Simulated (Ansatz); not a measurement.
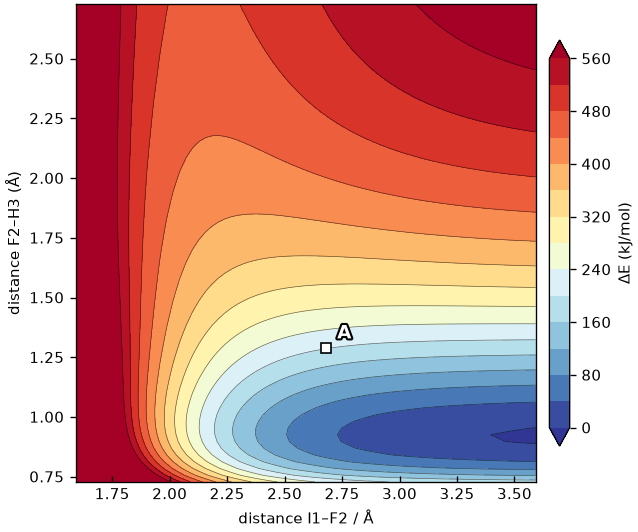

The system I⁻ + FH. The first coordinate is: distance I1–F2; the second: distance F2–H3. Nothing is relaxed (the angle I1–F2–H3 is fixed at 140 degrees). The grid has 17 × 17 points. Points are written as (first, second). Energies: kJ/mol, counted from the lowest grid point. The reference is spin-restricted, so regions where a bond is pulled apart into radicals lie too high. Level of theory: Ansatz 0.2.0, RKS PBE0-D4/def2-SVPD.

Drawn: filled contours, one colour for all values above the top of the scale, the point A. Between grid points the surface is interpolated.

Is A at rest? If not, where is it pushed?

A, at (2.678 Å, 1.287 Å), is not a stationary point. The computed force is 79 kJ/mol for each Å towards larger values of distance I1–F2 and 520 kJ/mol for each Å towards smaller values of distance F2–H3.
